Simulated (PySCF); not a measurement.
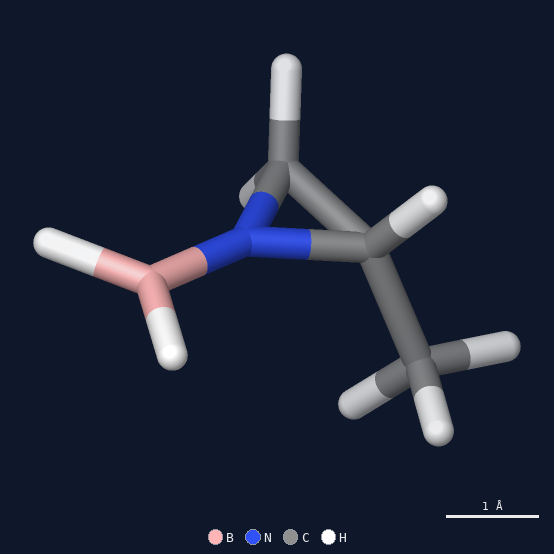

Rendered structure (stick style). Every bond is drawn as one stick, whatever its order.

Computed geometry: PBE0-D3(BJ)/def2-SVP optimisation. No frequency run is at hand to confirm it as a minimum.

Question: Give the formula.

Answer: C3H8BN, 13 atoms: 3 carbon, 8 hydrogen, 1 boron and 1 nitrogen.

Question: Give a SMILES string for it.

Answer: BN1C[C@@H]1C

Question: How many bonds of each kind are drawn?

Answer: 6 C–H, 2 C–N, 2 C–C, 2 B–H, 1 B–N.

Question: Describe its rings.

Answer: Independent rings (smallest set): 1 of 3 members.

Question: Which point group does it belong to?

Answer: C1.

The parts below concern this one geometry. Atoms keep their numbers from picture to picture.

Geometry

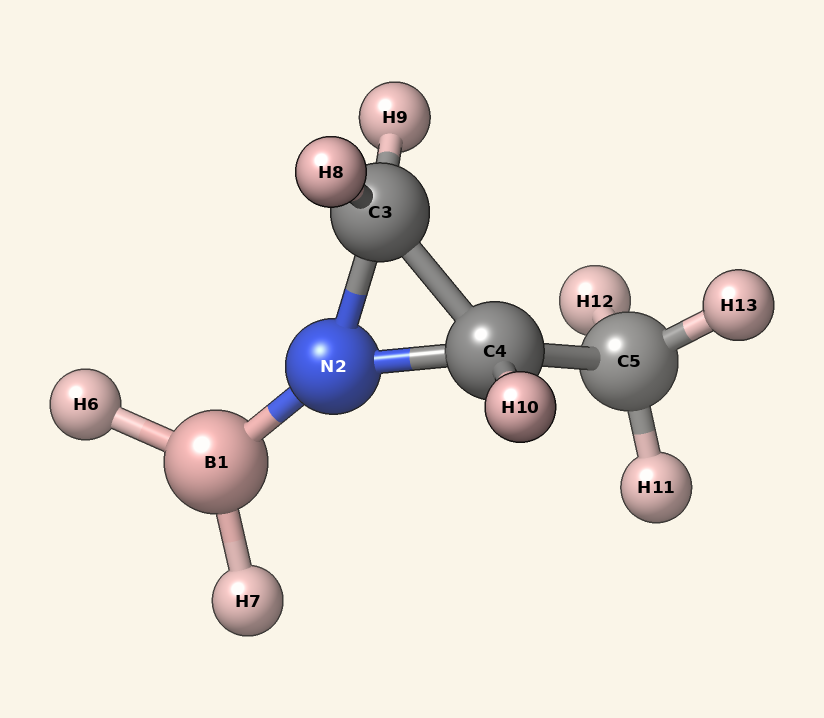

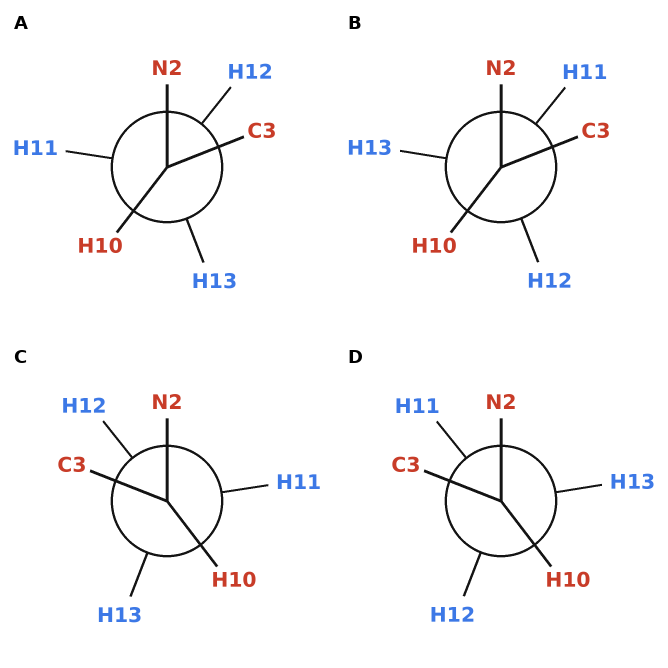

Distant atoms are faded towards the background colour. Bonds that would overlap in a projection are set slightly apart. No frequency run is at hand to confirm it as a minimum.

Question: Which Newman projection shows the view along C4–C5, with C4 in front?

Answer: A. The torsion angle N2–C4–C5–H11 is −81°, about perpendicular.

Ring current

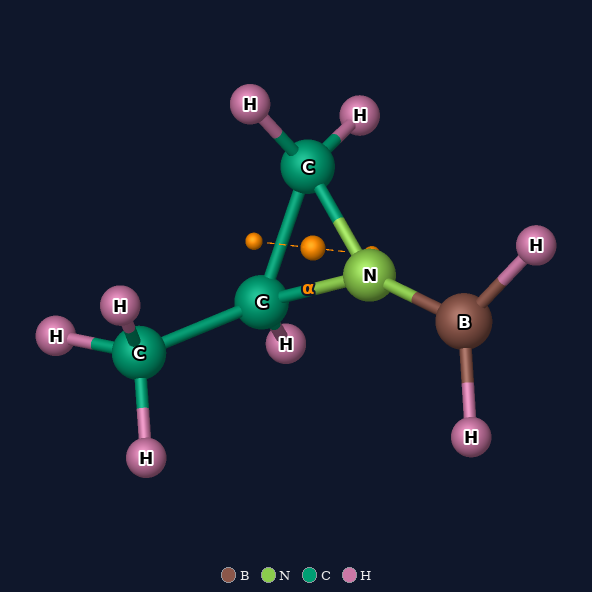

The small points mark where nucleus-independent chemical shifts (NICS) were computed: at the centre of each lettered ring and 1 Å above and below it. No frequency run is at hand to confirm it as a minimum. Level of theory: GIAO LDA/pcSseg-2 NMR shielding, non-relativistic, gas phase (PySCF 2.14.0).

Give NICS(0), NICS(1) and the out-of-plane component NICS(1)zz for each ring (means of the two sides).

```csv
ring,members,NICS(0),NICS(1),NICS(1)zz
α,C2N,−38.2,−6.8,−20.7
```

Values in ppm.

NMR shielding

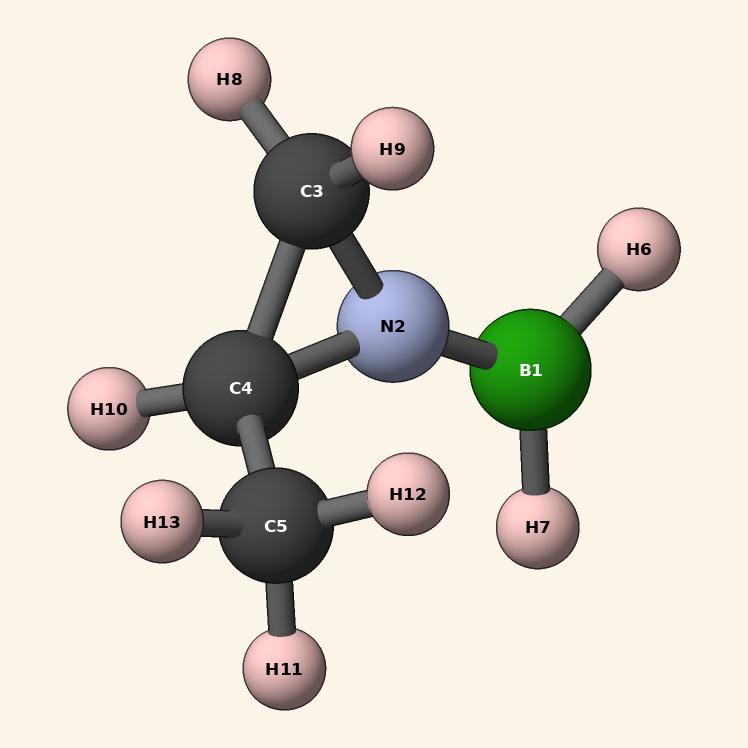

No frequency run is at hand to confirm it as a minimum. Properties computed with GIAO PBE0/aug-cc-pVDZ NMR shielding, non-relativistic, gas phase (PySCF 2.14.0). Principal shieldings σ11 ≤ σ22 ≤ σ33, span Ω = σ33 − σ11, skew κ = 3(σiso − σ22)/Ω.

Give the shielding tensors of the B atoms.

```
atom   σ11   σ22    σ33  σiso     Ω     κ
  B1  49.3  55.1  127.8  77.4  78.5  0.85
```

Shieldings and span in ppm.

Levels of theory compared

No frequency run is at hand to confirm it as a minimum. Program: PySCF 2.14.0.

At this fixed geometry, give dipole (D), HOMO energy (eV), HOMO–LUMO gap (eV) at these levels: KT2/pcSseg-2; OPBE/pcSseg-2; PBE/pcSseg-2; PBE0/6-31G*; PBE0/IGLO-III; PBE0/aug-cc-pVDZ; PBE0/cc-pVDZ; PBE0/def2-TZVP; PBE0/pcSseg-0.

| level | dipole (D) | HOMO energy (eV) | HOMO–LUMO gap (eV) |
| --- | --- | --- | --- |
| KT2/pcSseg-2 | 2.39 | −6.55 | 5.57 |
| OPBE/pcSseg-2 | 2.39 | −6.47 | 5.56 |
| PBE/pcSseg-2 | 2.46 | −6.52 | 5.50 |
| PBE0/6-31G* | 2.43 | −7.55 | 8.14 |
| PBE0/IGLO-III | 2.35 | −7.74 | 7.59 |
| PBE0/aug-cc-pVDZ | 2.34 | −7.73 | 7.45 |
| PBE0/cc-pVDZ | 2.42 | −7.65 | 7.89 |
| PBE0/def2-TZVP | 2.35 | −7.75 | 7.72 |
| PBE0/pcSseg-0 | 2.60 | −7.89 | 8.25 |
